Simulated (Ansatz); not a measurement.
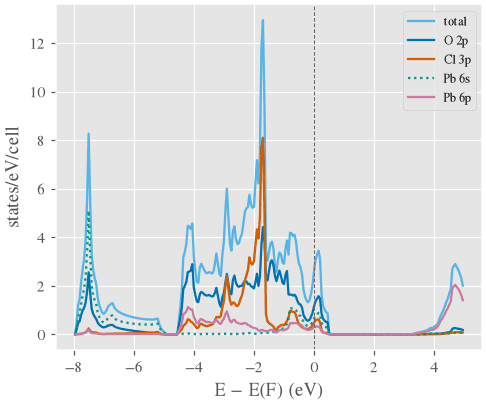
Figure. Total and projected density of states of Pb₂ClO₂ in space group I4/mmm (No. 139; Pb on 4e, O on 4d, Cl on 2b), the program Ansatz at the r²SCAN+D4 level (PAW)

Which orbitals carry the states next to the Fermi level?

Within 0.5 eV of the Fermi level: O 2p 46 %, Pb 6s 27 %, Cl 3p 15 %, Pb 6p 11 %. Projections are on Löwdin-orthogonalised atomic valence shells; empty p or d shells of many metals are not among them.

Where is the tallest occupied peak in this window, and what makes it?

Near -1.7 eV, about 13 states/eV per cell; the largest projected share is Cl 3p.

The workflow started from an entry of the Crystallography Open Database (COD). Whether it is the stable phase at ambient conditions was not checked. The r²SCAN+D4 relaxation kept the symmetry of its start; its stability against distortions is not shown here. With an odd number of electrons in the cell and no spin polarisation, the count alone makes it a metal. Spin–orbit coupling is left out wherever it is not named.

Potentials: the later of the program's two PAW sets.
